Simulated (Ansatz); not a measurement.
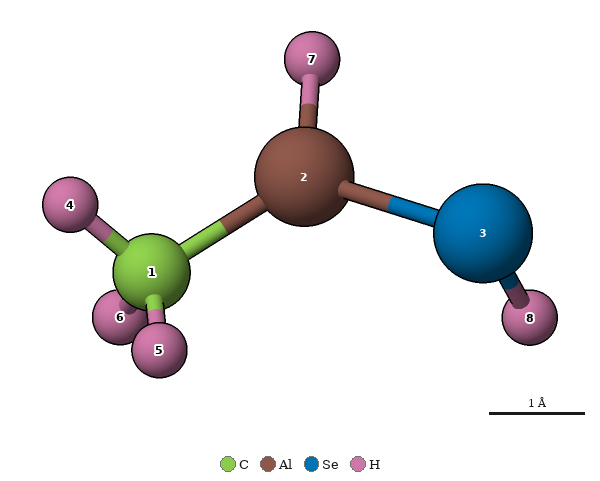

Fig. 1: The starting structure (ball-and-stick view, seen at a tilt; atoms are numbered from 1 in the order of the input). Sticks mark near contacts.

CH$_{5}$AlSe: geometry relaxation

CH$_{5}$AlSe, computed with RKS PBE-D4/def2-SVP (Ansatz 0.2.0).

It belongs to a series of runs on one base structure; here: end point A relaxed. Figures and captions count atoms from 1; the log counts them from 0 in places.

## Input file
```yaml
crystal:
  periodic: [false, false, false]
  atoms:
    - { symbol: C, position_ang: [-0.7459, 0.8937, -0.4657] }
    - { symbol: Al, position_ang: [0.8187, -0.1026, 0.0425] }
    - { symbol: Se, position_ang: [0.6973, -1.5949, 1.9053] }
    - { symbol: H, position_ang: [-0.4973, 2.0344, -0.4224] }
    - { symbol: H, position_ang: [-1.6258, 0.6867, 0.1949] }
    - { symbol: H, position_ang: [-1.0839, 0.6913, -1.517] }
    - { symbol: H, position_ang: [2.2027, 0.061, -0.7849] }
    - { symbol: H, position_ang: [0.3264, -2.7267, 0.9914] }
basis:
  gaussian: { orbitals: def2-SVP }
hamiltonian:
  xc: pbe
  dispersion: d4
relax:
  f_tol: 0.015
  max_steps: 40
output:
  orbitals: {}
```

Launched with:
```bash
ansatz run input.yaml --threads 1 --pin off --max-ram 2048MiB --backend cpu --events-out ev --progress --plain --runs-dir out
```

## Log
```
The last accepted step is kept in [file] (removed where the run ends without a failure and the disk answers)
Engine: ansatz 0.2.0, aarch64-unknown-linux-gnu
Functional definition: PBE
  parameter kappa = 0.804
  parameter beta = 0.06672455060314922
  exchange = pbe_x(kappa = kappa, mu = beta*pi^2/3)
  correlation = pbe_c(beta = beta)
987 factors; their error is unknown
mean field evaluation 1: about -73032.0317 eV, gradient 5.5e1 eV
mean field evaluation 2: about -73018.5400 eV, gradient 7.9e1 eV
mean field evaluation 4: about -73039.7189 eV, gradient 4.9e0 eV
mean field evaluation 8: about -73039.7934 eV, gradient 2.3e-1 eV
mean field evaluation 16: about -73039.6730 eV, gradient 1.7e-4 eV
mean field -73039.67295559 eV, -2684.1584730493 hartree, gradient 1.5e-5 eV, S^2 0.000000; 0 other end points of the search recorded, 0 dependent functions left out
the calculation of the forces begins
reference -73039.67299157 eV, -2684.1584743719 hartree; 29, 29 occupied and 60, 60 virtual orbitals, 987 factors
relax step   1: F+E_penalty+E_count = -73039.81036794 eV  Δ(F+E_penalty+E_count) = +0.000e0 eV  max|allowed force component| = 1.472e0 eV/Å  Δτ_max = 0.0000 Å  (26 SCF iters, accepted)
these checks for a lower state are left out or cut short: starts, cluster_reference, orbital_swaps, neighbouring_geometries, increment
987 factors; their error is unknown
mean field -73039.73667449 eV, -2684.1608146759 hartree, gradient 1.8e-5 eV, S^2 0.000000; 0 other end points of the search recorded, 0 dependent functions left out
[... from here on the field's lines of each further geometry are left out, up to the last ...]
relax step   2: F+E_penalty+E_count = -73039.87355187 eV  Δ(F+E_penalty+E_count) = -6.318e-2 eV  max|allowed force component| = 5.533e-1 eV/Å  Δτ_max = 0.0727 Å  (27 SCF iters, accepted)
relax step   3: F+E_penalty+E_count = -73039.88295250 eV  Δ(F+E_penalty+E_count) = -9.401e-3 eV  max|allowed force component| = 9.986e-2 eV/Å  Δτ_max = 0.0268 Å  (27 SCF iters, accepted)
relax step   4: F+E_penalty+E_count = -73039.89585843 eV  Δ(F+E_penalty+E_count) = -1.291e-2 eV  max|allowed force component| = 1.067e-1 eV/Å  Δτ_max = 0.1105 Å  (26 SCF iters, accepted)
relax step   5: F+E_penalty+E_count = -73039.90546835 eV  Δ(F+E_penalty+E_count) = -9.610e-3 eV  max|allowed force component| = 1.157e-1 eV/Å  Δτ_max = 0.0570 Å  (28 SCF iters, accepted)
relax step   6: F+E_penalty+E_count = -73039.95437405 eV  Δ(F+E_penalty+E_count) = -4.891e-2 eV  max|allowed force component| = 2.205e-1 eV/Å  Δτ_max = 0.2000 Å  (27 SCF iters, accepted)
relax step   7: F+E_penalty+E_count = -73039.98628462 eV  Δ(F+E_penalty+E_count) = -3.191e-2 eV  max|allowed force component| = 1.667e-1 eV/Å  Δτ_max = 0.0941 Å  (27 SCF iters, accepted)
relax step   8: F+E_penalty+E_count = -73040.04499686 eV  Δ(F+E_penalty+E_count) = -5.871e-2 eV  max|allowed force component| = 5.120e-1 eV/Å  Δτ_max = 0.1948 Å  (27 SCF iters, accepted)
relax step   9: F+E_penalty+E_count = -73040.10669530 eV  Δ(F+E_penalty+E_count) = -6.170e-2 eV  max|allowed force component| = 8.052e-1 eV/Å  Δτ_max = 0.2000 Å  (31 SCF iters, accepted)
relax step  10: F+E_penalty+E_count = -73040.17857544 eV  Δ(F+E_penalty+E_count) = -7.188e-2 eV  max|allowed force component| = 2.858e-1 eV/Å  Δτ_max = 0.1999 Å  (27 SCF iters, accepted)
relax step  11: F+E_penalty+E_count = -73040.20425073 eV  Δ(F+E_penalty+E_count) = -2.568e-2 eV  max|allowed force component| = 3.947e-2 eV/Å  Δτ_max = 0.1683 Å  (27 SCF iters, accepted)
relax step  12: F+E_penalty+E_count = -73040.20084607 eV  Δ(F+E_penalty+E_count) = +3.405e-3 eV  max|allowed force component| = 1.688e-1 eV/Å  Δτ_max = 0.0682 Å  (26 SCF iters, rejected (line search))
relax step  13: F+E_penalty+E_count = -73040.20567237 eV  Δ(F+E_penalty+E_count) = -1.422e-3 eV  max|allowed force component| = 6.911e-2 eV/Å  Δτ_max = 0.0340 Å  (27 SCF iters, accepted)
relax step  14: F+E_penalty+E_count = -73040.20642696 eV  Δ(F+E_penalty+E_count) = -7.546e-4 eV  max|allowed force component| = 2.108e-2 eV/Å  Δτ_max = 0.0215 Å  (27 SCF iters, accepted)
the calculation of the forces begins
reference -73040.06866281 eV, -2684.1730150214 hartree; 29, 29 occupied and 60, 60 virtual orbitals, 987 factors
relax step  15: F+E_penalty+E_count = -73040.20655061 eV  Δ(F+E_penalty+E_count) = -1.237e-4 eV  max|allowed force component| = 9.777e-3 eV/Å  Δτ_max = 0.0119 Å  (28 SCF iters, accepted)
987 factors; their error is unknown
mean field evaluation 128: about -73040.1885 eV, gradient 3.3e-2 eV
```

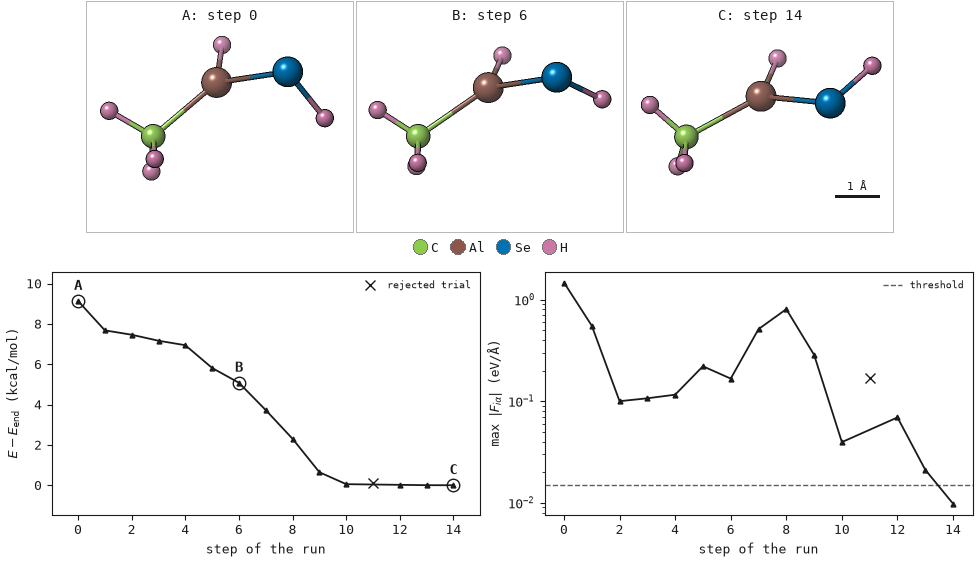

Fig. 2: Frames of the relaxation (ball-and-stick view, seen at a tilt) above the curves, on which the letters mark them (the first geometry is step 0 here and step 1 in the log).

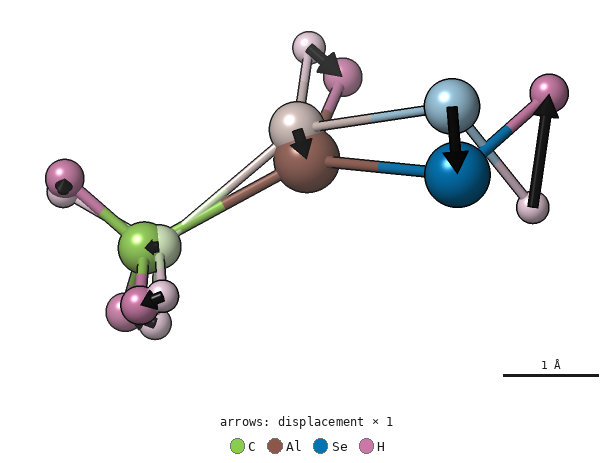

Fig. 3: Start (faint) and end (solid) with the displacements as black arrows, at true length (ball-and-stick view, seen at a tilt). The two geometries are laid on each other by the best rigid fit. H8 moves most after the best rigid fit: 1.22 Å. By element the largest moves are H 1.22 Å, Se 0.72 Å, Al 0.33 Å, C 0.15 Å. Among the contacts that change: C1–H4 1.168 → 1.112 Å, Al2–Se3 2.390 → 2.337 Å, C1–Al2 1.923 → 1.960 Å, Al2–H7 1.621 → 1.600 Å. Among the angles that change: C1–Al2–H7 120.5° → 124.0°, Al2–C1–H6 113.5° → 110.7°, Se3–Al2–H7 120.3° → 117.7°. Over 14 geometry steps the energy falls by 9.14 kcal/mol. Largest force component: 1.5 eV/Å at the start, 0.0098 eV/Å at the end. The line search rejected the trial step at point 11 (counted from 0) and went back. (Atoms are counted from 1 in the order of the input.)

```
mean field -73040.06862736 eV, -2684.1730137189 hartree, gradient 1.4e-5 eV, S^2 0.000000; 1 other end points of the search recorded, 0 dependent functions left out
the calculation of the forces begins
reference -73040.06866281 eV, -2684.1730150214 hartree; 29, 29 occupied and 60, 60 virtual orbitals, 987 factors
Total energy: -73040.20658606 eV, -2684.1780836074 hartree
Atom 0 at    -0.795147     1.049062    -0.471192 Å, force    -0.002611    -0.003078     0.004103 eV/Å
Atom 1 at     0.560324    -0.313191    -0.084230 Å, force     0.009777     0.005050    -0.009644 eV/Å
Atom 2 at     0.128905    -1.848270     1.624427 Å, force    -0.007695    -0.000983     0.004605 eV/Å
Atom 3 at    -0.390715     2.065298    -0.273054 Å, force    -0.000172    -0.000527     0.001554 eV/Å
Atom 4 at    -1.718557     0.928257     0.130344 Å, force    -0.000109     0.004113    -0.001699 eV/Å
Atom 5 at    -1.079099     1.027735    -1.545223 Å, force    -0.002036    -0.002990     0.000720 eV/Å
Atom 6 at     1.952232    -0.437561    -0.862572 Å, force    -0.000356    -0.002532     0.003820 eV/Å
Atom 7 at     1.434256    -2.528430     1.425599 Å, force     0.003203     0.000946    -0.003459 eV/Å
Dipole moment:     0.009701     0.136187    -0.131731 e Å
```

## Trajectory as extended XYZ (Å, eV, eV/Å), 13 of the 15 frames kept, from step=1 to step=15
```
8
Properties=species:S:1:pos:R:3:forces:R:3 step=1 energy=-73039.81037
C    -0.7459    0.8937   -0.4657   -0.5182   1.4720  -0.1750
Al    0.8187   -0.1026    0.0425    0.4965  -0.4341  -0.0174
Se    0.6973   -1.5949    1.9053   -0.0002  -0.1370  -0.1367
H    -0.4973    2.0344   -0.4224   -0.4177  -1.4030  -0.0548
H    -1.6258    0.6867    0.1949    0.2975   0.1884  -0.1271
H    -1.0839    0.6913   -1.5170    0.2264   0.0915   0.2554
H     2.2027    0.0610   -0.7849   -0.1672  -0.0292   0.1626
H     0.3264   -2.7267    0.9914    0.0829   0.2513   0.0930
8
Properties=species:S:1:pos:R:3:forces:R:3 step=2 energy=-73039.87355
C    -0.7610    0.9044   -0.4693   -0.2741   0.5533  -0.1058
Al    0.7911   -0.1509    0.0348    0.2532  -0.0319   0.1593
Se    0.7337   -1.5989    1.9228   -0.0412  -0.0255  -0.0860
H    -0.5142    2.0043   -0.4205   -0.0581  -0.4432  -0.0003
H    -1.6455    0.7321    0.1823    0.0995  -0.0030  -0.0651
H    -1.0719    0.7223   -1.5250    0.0522  -0.0170   0.0945
H     2.1858    0.0105   -0.7423   -0.0563  -0.0368  -0.0353
H     0.3742   -2.6810    0.9613    0.0246   0.0043   0.0387
8
Properties=species:S:1:pos:R:3:forces:R:3 step=3 energy=-73039.88295
C    -0.7665    0.9169   -0.4693   -0.0728   0.0161  -0.0026
Al    0.7979   -0.1346    0.0550    0.0224  -0.0450  -0.0016
Se    0.7331   -1.6055    1.9207   -0.0298  -0.0042   0.0166
H    -0.5230    1.9986   -0.4205    0.0333   0.0999   0.0086
H    -1.6525    0.7421    0.1724   -0.0028  -0.0294   0.0031
H    -1.0572    0.7245   -1.5252    0.0248  -0.0421   0.0022
H     2.1730   -0.0032   -0.7554   -0.0040  -0.0050  -0.0190
H     0.3875   -2.6958    0.9665    0.0290   0.0097  -0.0074
8
Properties=species:S:1:pos:R:3:forces:R:3 step=5 energy=-73039.90547
C    -0.7745    0.9534   -0.4641    0.0485  -0.0597   0.0468
Al    0.7614   -0.1451    0.0681   -0.0341  -0.0110  -0.0210
Se    0.6630   -1.6040    1.9394   -0.1113   0.0133  -0.0120
H    -0.5261    2.0329   -0.4108    0.0126   0.1035   0.0016
H    -1.6781    0.7732    0.1498   -0.0168  -0.0002   0.0123
H    -1.0260    0.7480   -1.5275   -0.0035  -0.0094  -0.0097
H     2.1221   -0.0907   -0.7754   -0.0110  -0.0363  -0.0261
H     0.5505   -2.7249    0.9645    0.1157  -0.0001   0.0082
8
Properties=species:S:1:pos:R:3:forces:R:3 step=6 energy=-73039.95437
C    -0.7828    0.9888   -0.4628    0.0726  -0.0856   0.0427
Al    0.7148   -0.1647    0.0684   -0.0467  -0.0144  -0.0220
Se    0.5824   -1.6051    1.9457   -0.1462  -0.1878  -0.2205
H    -0.5254    2.0634   -0.3835    0.0176   0.1217   0.0118
H    -1.7084    0.8059    0.1167   -0.0111   0.0075   0.0153
H    -0.9993    0.8020   -1.5379   -0.0145  -0.0023   0.0064
H     2.0644   -0.1932   -0.7937   -0.0221  -0.0552  -0.0368
H     0.7465   -2.7542    0.9912    0.1503   0.2162   0.2031
8
Properties=species:S:1:pos:R:3:forces:R:3 step=7 energy=-73039.98629
C    -0.7857    1.0025   -0.4624    0.0842  -0.1102   0.0393
Al    0.6935   -0.1767    0.0658   -0.0509  -0.0234  -0.0416
Se    0.5438   -1.6121    1.9418   -0.1576  -0.0873  -0.1632
H    -0.5236    2.0728   -0.3578    0.0198   0.1481   0.0172
H    -1.7231    0.8139    0.0953   -0.0179   0.0092   0.0250
H    -0.9823    0.8360   -1.5447   -0.0156   0.0005   0.0088
H     2.0328   -0.2427   -0.8115   -0.0287  -0.0604  -0.0225
H     0.8368   -2.7508    1.0177    0.1667   0.1234   0.1370
8
Properties=species:S:1:pos:R:3:forces:R:3 step=8 energy=-73040.04500
C    -0.7911    1.0255   -0.4640    0.0921  -0.0826   0.0535
Al    0.6520   -0.1999    0.0534   -0.0357  -0.0571  -0.0267
Se    0.4375   -1.6382    1.9169    0.0928  -0.4437  -0.5102
H    -0.5010    2.0874   -0.3452    0.0150   0.1305   0.0170
H    -1.7358    0.8546    0.0868   -0.0308   0.0131   0.0181
H    -0.9840    0.8750   -1.5490   -0.0294   0.0002   0.0064
H     1.9901   -0.3034   -0.8243   -0.0365  -0.0724   0.0056
H     1.0244   -2.7581    1.0695   -0.0675   0.5120   0.4363
8
Properties=species:S:1:pos:R:3:forces:R:3 step=9 energy=-73040.10669
C    -0.7869    1.0304   -0.4555    0.0234   0.1021  -0.0552
Al    0.6245   -0.2427    0.0038    0.0043   0.2998  -0.4192
Se    0.3264   -1.6161    1.8129    0.0631  -0.8052   0.2312
H    -0.4955    2.0848   -0.2623   -0.0055   0.0106  -0.0202
H    -1.7406    0.8351    0.0733   -0.0005  -0.0031   0.0304
H    -0.9796    0.9491   -1.5487   -0.0183   0.0419   0.0299
H     1.9617   -0.4198   -0.8422    0.0558  -0.0333  -0.1034
H     1.1821   -2.6779    1.1628   -0.1221   0.3872   0.3065
8
Properties=species:S:1:pos:R:3:forces:R:3 step=10 energy=-73040.17857
C    -0.7773    1.0534   -0.4614   -0.0601   0.0048  -0.0542
Al    0.5965   -0.2762   -0.0388    0.0335   0.1077  -0.1242
Se    0.2203   -1.7054    1.7599    0.1599  -0.2858  -0.0677
H    -0.4909    2.1012   -0.2296    0.0449  -0.0321   0.0307
H    -1.7233    0.8301    0.0718   -0.0326   0.0547   0.0064
H    -0.9887    1.0207   -1.5536   -0.0055   0.0047   0.0374
H     1.9347   -0.4728   -0.8928    0.0018  -0.0358   0.0038
H     1.3209   -2.6081    1.2886   -0.1418   0.1818   0.1680
8
Properties=species:S:1:pos:R:3:forces:R:3 step=11 energy=-73040.20425
C    -0.7855    1.0553   -0.4673   -0.0385  -0.0395   0.0009
Al    0.5775   -0.2981   -0.0794    0.0123  -0.0173  -0.0204
Se    0.1400   -1.8073    1.6526    0.0187  -0.0040  -0.0191
H    -0.4309    2.0843   -0.2473    0.0220   0.0005   0.0129
H    -1.7139    0.8815    0.1138   -0.0095   0.0392  -0.0007
H    -1.0505    1.0343   -1.5461   -0.0014   0.0074  -0.0051
H     1.9475   -0.4653   -0.8891   -0.0005   0.0034   0.0170
H     1.4081   -2.5419    1.4068   -0.0032   0.0102   0.0145
8
Properties=species:S:1:pos:R:3:forces:R:3 step=13 energy=-73040.20567
C    -0.7943    1.0547   -0.4721   -0.0340   0.0027   0.0072
Al    0.5578   -0.3080   -0.0802    0.0691  -0.0397  -0.0155
Se    0.1449   -1.8336    1.6426   -0.0233   0.0016   0.0061
H    -0.4091    2.0746   -0.2554    0.0091  -0.0126   0.0035
H    -1.7260    0.9133    0.1128    0.0052   0.0134  -0.0031
H    -1.0624    1.0414   -1.5504    0.0030  -0.0026   0.0013
H     1.9456   -0.4681   -0.8639   -0.0288   0.0248   0.0016
H     1.4356   -2.5316    1.4107   -0.0003   0.0123  -0.0012
8
Properties=species:S:1:pos:R:3:forces:R:3 step=14 energy=-73040.20643
C    -0.7961    1.0483   -0.4695    0.0211   0.0008  -0.0110
Al    0.5618   -0.3125   -0.0861   -0.0162  -0.0110   0.0123
Se    0.1300   -1.8410    1.6291    0.0081   0.0004  -0.0058
H    -0.3937    2.0635   -0.2617   -0.0074   0.0037  -0.0019
H    -1.7237    0.9223    0.1242    0.0036  -0.0013   0.0021
H    -1.0706    1.0325   -1.5460   -0.0087   0.0057  -0.0003
H     1.9505   -0.4483   -0.8674    0.0005   0.0063  -0.0008
H     1.4339   -2.5219    1.4216   -0.0009  -0.0046   0.0055
8
Properties=species:S:1:pos:R:3:forces:R:3 step=15 energy=-73040.20655
C    -0.7951    1.0491   -0.4712   -0.0026  -0.0031   0.0041
Al    0.5603   -0.3132   -0.0842    0.0098   0.0050  -0.0096
Se    0.1289   -1.8483    1.6244   -0.0077  -0.0010   0.0046
H    -0.3907    2.0653   -0.2731   -0.0002  -0.0005   0.0016
H    -1.7186    0.9283    0.1303   -0.0001   0.0041  -0.0017
H    -1.0791    1.0277   -1.5452   -0.0020  -0.0030   0.0007
H     1.9522   -0.4376   -0.8626   -0.0004  -0.0025   0.0038
H     1.4343   -2.5284    1.4256    0.0032   0.0009  -0.0035
```

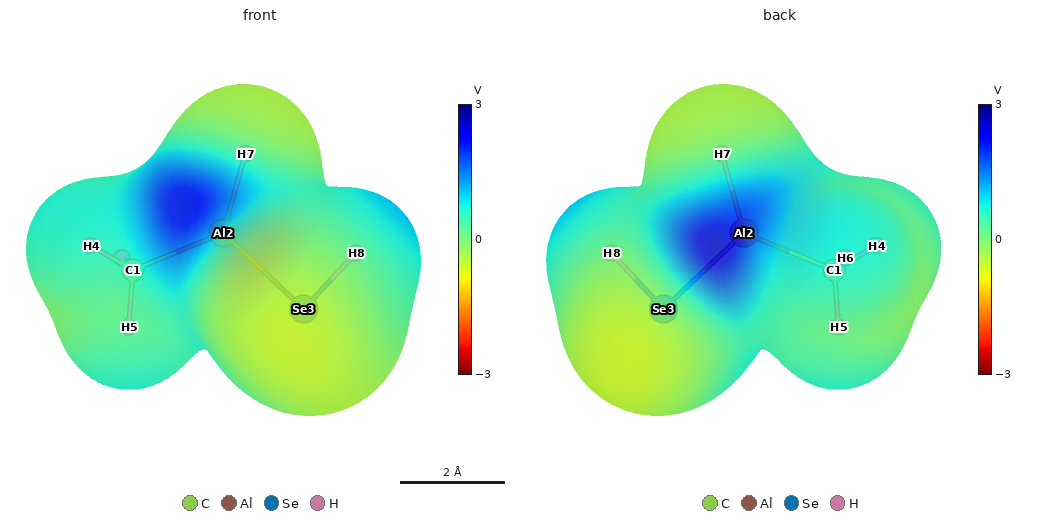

Fig. 4: The molecular electrostatic potential painted on the density surface at 0.002 e/bohr³, seen at a tilt and from behind; red is negative and blue positive.

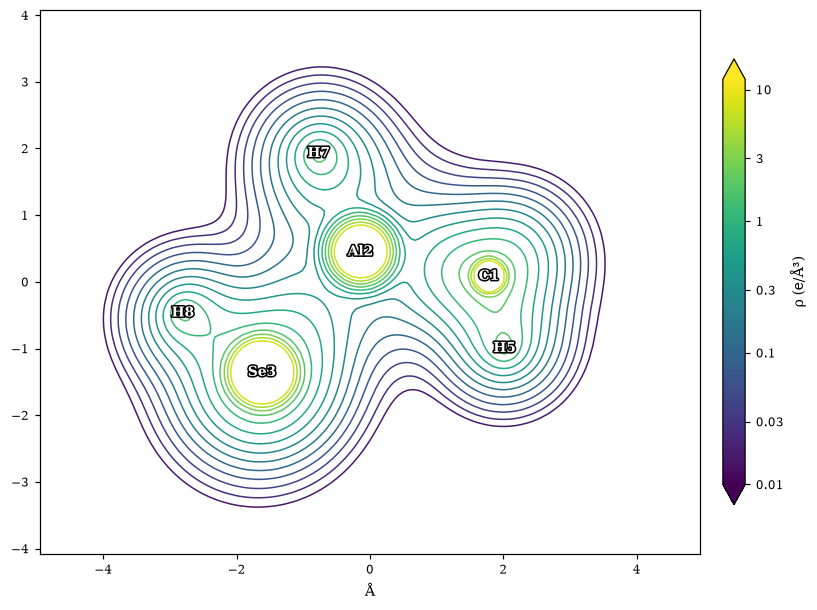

Fig. 5: Total electron density on the plane of atoms C1, Al2 and H7. The section cuts through C, Al, Se and H sites. C–Al (1.96 Å): ρ at the midpoint is about 0.7 e/Å³. Al–Se (2.34 Å): ρ is about 0.59 e/Å³ halfway. C–H (1.11 Å): ρ is about 1.8 e/Å³ halfway. Se–H (1.49 Å): ρ at the midpoint is about 1.3 e/Å³, with its minimum of 1.1 e/Å³ about 0.9 Å from Se. Al–H (1.60 Å): ρ is about 0.51 e/Å³ halfway.

## Summary

```tsv
quantity	value
outcome	converged
total energy	−73040.2066 eV
mean-field energy	−73040.0687 eV
largest force (length of the vector) at the end	0.015 eV/Å
hardware	1 thread of Arm Neoverse V1, 24 GiB of memory available, shared host
wall time	42 s
peak memory	0.12 GiB
```
